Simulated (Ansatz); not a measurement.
# BH2Cl3 (SMILES [H][H].ClB(Cl)Cl): Born-Oppenheimer dynamics

Aim: follow the atoms for 30 steps of 0.5 fs with a Langevin thermostat, with velocities drawn for 300 K.

The runs use Ansatz 0.2.0, Gaussian basis; PBE0-D4/def2-SVP.

1 further run of the same task is left out (it didn't finish). Runs told in other sessions of the task aren't counted.

## (1) Starting geometry

The start, a pair relaxed at PBE0-D4: SMILES `[H][H].ClB(Cl)Cl`, 6 atoms, charge 0, spin multiplicity 1.

Atoms are counted from 1 here; the program's logs count them from 0.

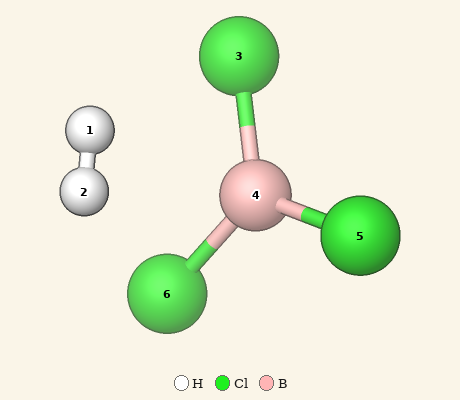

Start geometry, drawn with hydrogen white, chlorine green, boron pink; atoms are numbered from 1 in the order of the file.

Geometry (Å):

```csv
atom,x (Å),y (Å),z (Å)
H1,0.12920,0.00442,-2.17246
H2,-0.47997,-0.42019,-2.09582
Cl3,1.69453,0.72526,0.84384
B4,0.08733,0.10379,1.06554
Cl5,-1.26662,1.19089,1.10194
Cl6,-0.16437,-1.60417,1.25695
```

## (2) Dynamics

Contents of md/in.yaml:

```yaml
crystal:
  periodic: [false, false, false]
  atoms:
    - {symbol: H, position_ang: [0.129202, 0.004418, -2.172463]}
    - {symbol: H, position_ang: [-0.479974, -0.420188, -2.095817]}
    - {symbol: Cl, position_ang: [1.694527, 0.725264, 0.843845]}
    - {symbol: B, position_ang: [0.087327, 0.103788, 1.065543]}
    - {symbol: Cl, position_ang: [-1.266619, 1.190890, 1.101944]}
    - {symbol: Cl, position_ang: [-0.164365, -1.604172, 1.256948]}
basis:
  gaussian: {orbitals: def2-SVP}
hamiltonian: {xc: pbe0, dispersion: d4}
md: {n_steps: 30, timestep: 0.5, temperature: 300, ensemble: nvt_langevin, seed: 879, friction: 0.002, initial_velocities: maxwell_boltzmann}
```

Started as:

```console
ansatz run in.yaml --threads 4 --pin off --events-out ev --progress --plain --max-ram 9574MiB
```

What it wrote:

```text
Functional definition: PBE0
  name "PBE0"
  cite "Adamo & Barone, J. Chem. Phys. 110, 6158 (1999) doi:10.1063/1.478522"
  cite "Perdew, Burke & Ernzerhof, Phys. Rev. Lett. 77, 3865 (1996) doi:10.1103/PhysRevLett.77.3865"
  parent pbe
  parameter a = 0.25
  parameter kappa = 0.804
  parameter beta = 0.06672455060314922
  exchange = (1 - a)*pbe_x(kappa = kappa, mu = beta*pi^2/3) + a*exact_x
  correlation = pbe_c(beta = beta)
787 factors; integrals over basis functions are off by at most 3.4e-4 eV
mean field evaluation 1: about -38253.6116 eV, gradient 9.0e0 eV
mean field evaluation 2: about -38253.7943 eV, gradient 4.9e0 eV
mean field evaluation 4: about -38253.8422 eV, gradient 6.2e-1 eV
mean field evaluation 8: about -38253.8911 eV, gradient 5.6e-3 eV
mean field -38253.89110434 eV, -1405.8045686660 hartree, gradient 1.6e-5 eV, S^2 0.000000; 0 other end points of the search recorded, 0 dependent functions left out
the calculation of the forces begins
reference -38253.89112530 eV, -1405.8045694359 hartree; 29, 29 occupied and 49, 49 virtual orbitals, 787 factors
md step     0: t =     0.00 fs  T =   250.0 K  F+E_penalty+E_count = -38254.02954142 eV  E_kin = 0.193890 eV  (24 SCF iters)
these checks for a lower state are left out or cut short: starts, cluster_reference, orbital_swaps, neighbouring_geometries, increment
787 factors; integrals over basis functions are off by at most 3.4e-4 eV
mean field evaluation 16: about -38253.8357 eV, gradient 4.7e-1 eV
mean field -38253.88437154 eV, -1405.8043212398 hartree, gradient 2.2e-5 eV, S^2 0.000000; 0 other end points of the search recorded, 0 dependent functions left out
the calculation of the forces begins
reference -38253.88439252 eV, -1405.8043220109 hartree; 29, 29 occupied and 49, 49 virtual orbitals, 787 factors
md step     1: t =     0.50 fs  T =   242.7 K  F+E_penalty+E_count = -38254.02281969 eV  E_kin = 0.188195 eV  (23 SCF iters, 3 dispersion substeps)
these checks for a lower state are left out or cut short: starts, cluster_reference, orbital_swaps, neighbouring_geometries, increment
787 factors; integrals over basis functions are off by at most 3.4e-4 eV
mean field -38253.87845792 eV, -1405.8041039183 hartree, gradient 1.7e-5 eV, S^2 0.000000; 0 other end points of the search recorded, 0 dependent functions left out
the calculation of the forces begins
reference -38253.87847892 eV, -1405.8041046900 hartree; 29, 29 occupied and 49, 49 virtual orbitals, 787 factors
md step     2: t =     1.00 fs  T =   233.2 K  F+E_penalty+E_count = -38254.01693047 eV  E_kin = 0.180854 eV  (23 SCF iters, 3 dispersion substeps)
[... from here on, the SCF cycles and remarks between the steps are left out ...]
md step     3: t =     1.50 fs  T =   224.2 K  F+E_penalty+E_count = -38254.01559911 eV  E_kin = 0.173868 eV  (23 SCF iters, 3 dispersion substeps)
md step     4: t =     2.00 fs  T =   216.5 K  F+E_penalty+E_count = -38254.01893749 eV  E_kin = 0.167878 eV  (23 SCF iters, 3 dispersion substeps)
md step     5: t =     2.50 fs  T =   221.7 K  F+E_penalty+E_count = -38254.02297536 eV  E_kin = 0.171910 eV  (23 SCF iters, 3 dispersion substeps)
md step     6: t =     3.00 fs  T =   223.8 K  F+E_penalty+E_count = -38254.02333295 eV  E_kin = 0.173581 eV  (23 SCF iters, 3 dispersion substeps)
md step     7: t =     3.50 fs  T =   220.0 K  F+E_penalty+E_count = -38254.01878563 eV  E_kin = 0.170616 eV  (23 SCF iters, 3 dispersion substeps)
md step     8: t =     4.00 fs  T =   211.6 K  F+E_penalty+E_count = -38254.01045019 eV  E_kin = 0.164084 eV  (23 SCF iters, 3 dispersion substeps)
md step     9: t =     4.50 fs  T =   195.3 K  F+E_penalty+E_count = -38254.00133093 eV  E_kin = 0.151476 eV  (23 SCF iters, 3 dispersion substeps)
md step    10: t =     5.00 fs  T =   191.3 K  F+E_penalty+E_count = -38253.99563184 eV  E_kin = 0.148381 eV  (23 SCF iters, 3 dispersion substeps)
md step    11: t =     5.50 fs  T =   183.5 K  F+E_penalty+E_count = -38253.99488598 eV  E_kin = 0.142317 eV  (23 SCF iters, 3 dispersion substeps)
md step    12: t =     6.00 fs  T =   192.9 K  F+E_penalty+E_count = -38253.99797665 eV  E_kin = 0.149596 eV  (23 SCF iters, 3 dispersion substeps)
md step    13: t =     6.50 fs  T =   193.4 K  F+E_penalty+E_count = -38254.00220211 eV  E_kin = 0.149974 eV  (23 SCF iters, 3 dispersion substeps)
md step    14: t =     7.00 fs  T =   197.4 K  F+E_penalty+E_count = -38254.00430516 eV  E_kin = 0.153072 eV  (23 SCF iters, 3 dispersion substeps)
md step    15: t =     7.50 fs  T =   194.9 K  F+E_penalty+E_count = -38254.00161157 eV  E_kin = 0.151168 eV  (22 SCF iters, 3 dispersion substeps)
md step    16: t =     8.00 fs  T =   187.6 K  F+E_penalty+E_count = -38253.99470656 eV  E_kin = 0.145507 eV  (23 SCF iters, 3 dispersion substeps)
md step    17: t =     8.50 fs  T =   182.9 K  F+E_penalty+E_count = -38253.98770146 eV  E_kin = 0.141821 eV  (23 SCF iters, 3 dispersion substeps)
md step    18: t =     9.00 fs  T =   180.7 K  F+E_penalty+E_count = -38253.98498626 eV  E_kin = 0.140113 eV  (22 SCF iters, 3 dispersion substeps)
md step    19: t =     9.50 fs  T =   177.2 K  F+E_penalty+E_count = -38253.98801243 eV  E_kin = 0.137417 eV  (23 SCF iters, 3 dispersion substeps)
md step    20: t =    10.00 fs  T =   187.2 K  F+E_penalty+E_count = -38253.99416255 eV  E_kin = 0.145205 eV  (25 SCF iters, 3 dispersion substeps)
md step    21: t =    10.50 fs  T =   197.3 K  F+E_penalty+E_count = -38253.99837733 eV  E_kin = 0.153052 eV  (22 SCF iters, 3 dispersion substeps)
md step    22: t =    11.00 fs  T =   201.1 K  F+E_penalty+E_count = -38253.99744631 eV  E_kin = 0.155969 eV  (23 SCF iters, 3 dispersion substeps)
md step    23: t =    11.50 fs  T =   191.2 K  F+E_penalty+E_count = -38253.99211617 eV  E_kin = 0.148260 eV  (23 SCF iters, 3 dispersion substeps)
md step    24: t =    12.00 fs  T =   180.9 K  F+E_penalty+E_count = -38253.98577223 eV  E_kin = 0.140286 eV  (23 SCF iters, 3 dispersion substeps)
md step    25: t =    12.50 fs  T =   169.5 K  F+E_penalty+E_count = -38253.98212375 eV  E_kin = 0.131460 eV  (23 SCF iters, 3 dispersion substeps)
md step    26: t =    13.00 fs  T =   163.0 K  F+E_penalty+E_count = -38253.98364411 eV  E_kin = 0.126425 eV  (23 SCF iters, 3 dispersion substeps)
md step    27: t =    13.50 fs  T =   167.2 K  F+E_penalty+E_count = -38253.99004279 eV  E_kin = 0.129707 eV  (23 SCF iters, 3 dispersion substeps)
md step    28: t =    14.00 fs  T =   174.2 K  F+E_penalty+E_count = -38253.99801527 eV  E_kin = 0.135075 eV  (23 SCF iters, 3 dispersion substeps)
md step    29: t =    14.50 fs  T =   175.2 K  F+E_penalty+E_count = -38254.00344157 eV  E_kin = 0.135910 eV  (23 SCF iters, 3 dispersion substeps)
these checks for a lower state are left out or cut short: starts, cluster_reference, orbital_swaps, neighbouring_geometries, increment
787 factors; integrals over basis functions are off by at most 3.3e-4 eV
mean field -38253.86444336 eV, -1405.8035888927 hartree, gradient 2.0e-5 eV, S^2 0.000000; 0 other end points of the search recorded, 0 dependent functions left out
the calculation of the forces begins
reference -38253.86446425 eV, -1405.8035896606 hartree; 29, 29 occupied and 49, 49 virtual orbitals, 787 factors
787 factors; integrals over basis functions are off by at most 3.3e-4 eV
mean field evaluation 224: about -38253.8644 eV, gradient 4.4e-4 eV
mean field -38253.86444336 eV, -1405.8035888927 hartree, gradient 2.0e-5 eV, S^2 0.000000; 1 other end points of the search recorded, 0 dependent functions left out
the calculation of the forces begins
reference -38253.86446425 eV, -1405.8035896606 hartree; 29, 29 occupied and 49, 49 virtual orbitals, 787 factors
md step    30: t =    15.00 fs  T =   175.7 K  F+E_penalty+E_count = -38254.00327273 eV  E_kin = 0.136279 eV  (25 SCF iters, 3 dispersion substeps)
Total energy: -38254.00329362 eV, -1405.8086915460 hartree
Atom 0 at    -0.223879    -0.103067    -2.173508 Å, force     0.205175     0.208445    -0.091762 eV/Å
Atom 1 at    -0.733546    -0.612634    -1.957708 Å, force    -0.195790    -0.204288     0.092786 eV/Å
Atom 2 at     1.712436     0.735127     0.810571 Å, force     0.393943     0.053273     0.015114 eV/Å
Atom 3 at     0.131646     0.111253     1.093809 Å, force    -0.540117    -0.141361    -0.171857 eV/Å
Atom 4 at    -1.243838     1.166003     1.156649 Å, force    -0.143138     0.423842     0.076180 eV/Å
Atom 5 at    -0.201858    -1.586772     1.231063 Å, force     0.279928    -0.339911     0.079539 eV/Å
Dipole moment:     0.032482     0.005919    -0.009538 e Å
```

It took 24 s on 4 threads of Arm Neoverse V1, shared host.

## (3) The trajectory

Step by step:

```csv
time (fs),T (K),potential (meV),potential + kinetic (meV),H1–H2 (Å),Cl3–B4 (Å),B4–Cl5 (Å)
0.00,250,0.0,0.0,0.746,1.737,1.737
0.50,243,6.7,1.0,0.738,1.734,1.739
1.00,233,12.6,-0.4,0.733,1.730,1.741
1.50,224,13.9,-6.1,0.733,1.727,1.744
2.00,216,10.6,-15.4,0.739,1.724,1.746
2.50,222,6.6,-15.4,0.748,1.721,1.748
3.00,224,6.2,-14.1,0.760,1.718,1.750
3.50,220,10.8,-12.5,0.771,1.716,1.752
4.00,212,19.1,-10.7,0.782,1.714,1.753
4.50,195,28.2,-14.2,0.790,1.712,1.755
5.00,191,33.9,-11.6,0.793,1.710,1.756
5.50,184,34.7,-16.9,0.791,1.708,1.756
6.00,193,31.6,-12.7,0.785,1.707,1.757
6.50,193,27.3,-16.6,0.776,1.706,1.757
7.00,197,25.2,-15.6,0.764,1.705,1.757
7.50,195,27.9,-14.8,0.752,1.704,1.756
8.00,188,34.8,-13.5,0.741,1.704,1.756
8.50,183,41.8,-10.2,0.734,1.703,1.755
9.00,181,44.6,-9.2,0.732,1.703,1.754
9.50,177,41.5,-14.9,0.736,1.703,1.753
10.00,187,35.4,-13.3,0.745,1.704,1.752
10.50,197,31.2,-9.7,0.757,1.704,1.751
11.00,201,32.1,-5.8,0.770,1.705,1.750
11.50,191,37.4,-8.2,0.781,1.707,1.748
12.00,181,43.8,-9.8,0.790,1.708,1.746
12.50,170,47.4,-15.0,0.794,1.710,1.745
13.00,163,45.9,-21.6,0.793,1.712,1.743
13.50,167,39.5,-24.7,0.788,1.714,1.741
14.00,174,31.5,-27.3,0.778,1.717,1.739
14.50,175,26.1,-31.9,0.766,1.720,1.737
15.00,176,26.3,-31.3,0.752,1.723,1.734
```

Energies count from the start.

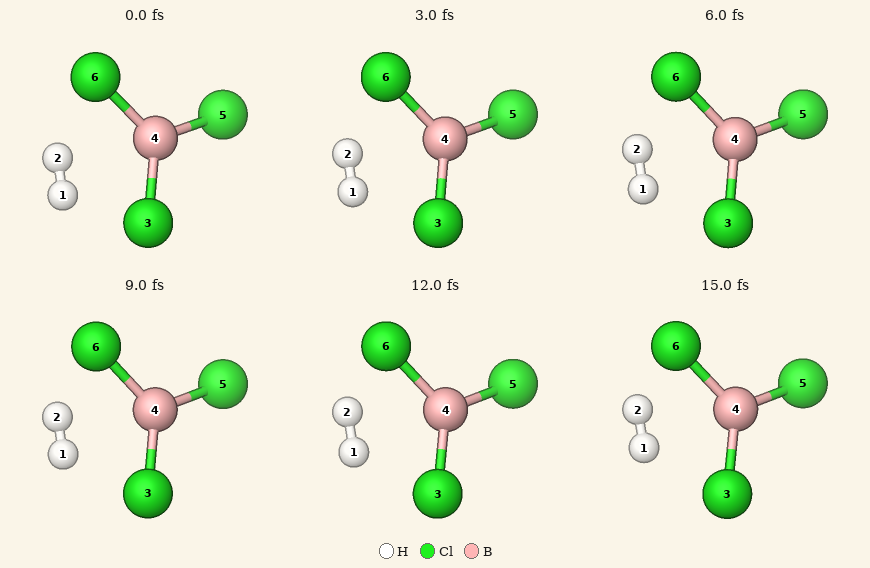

Six frames.

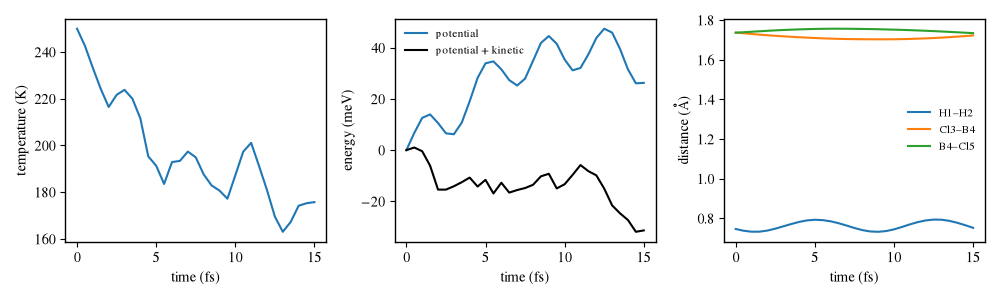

Temperature, energies and the distances followed.

Positions (Å) and forces (eV/Å) at 6.00 fs:

```xyz
6

H     0.006   -0.038   -2.176   -0.621   -0.487    0.130
H    -0.603   -0.516   -2.047    0.629    0.489   -0.125
Cl    1.696    0.730    0.829    0.808    0.227   -0.092
B     0.129    0.100    1.074   -1.136    0.125    0.019
Cl   -1.255    1.181    1.124    0.183   -0.007    0.020
Cl   -0.180   -1.595    1.248    0.136   -0.347    0.049
```

Positions (Å) and forces (eV/Å) at 15.00 fs:

```xyz
6

H    -0.224   -0.103   -2.174    0.205    0.208   -0.092
H    -0.734   -0.613   -1.958   -0.196   -0.204    0.093
Cl    1.712    0.735    0.811    0.394    0.053    0.015
B     0.132    0.111    1.094   -0.540   -0.141   -0.172
Cl   -1.244    1.166    1.157   -0.143    0.424    0.076
Cl   -0.202   -1.587    1.231    0.280   -0.340    0.080
```

## (4) Outcome

| quantity | value |
| --- | --- |
| length | 30 steps, 15.0 fs |
| temperature at the start | 250 K |
| mean temperature, second half | 182 K |
| lowest and highest potential energy, from the first frame | 0 and 47 meV |
| largest change of potential + kinetic | 31.9 meV |

**Reading.** The thermostat trades energy with the molecule, so the sum of potential and kinetic energy isn't conserved: it changes by -31 meV over the run. The mean temperature of the second half is still well below the 300 K set. The temperature runs between 163 and 250 K. No bond breaks or forms, judged by distance. Under Langevin the temperature counts 3N degrees of freedom, more than the drawn velocities fill, so it starts at 250 K, not 300 K.
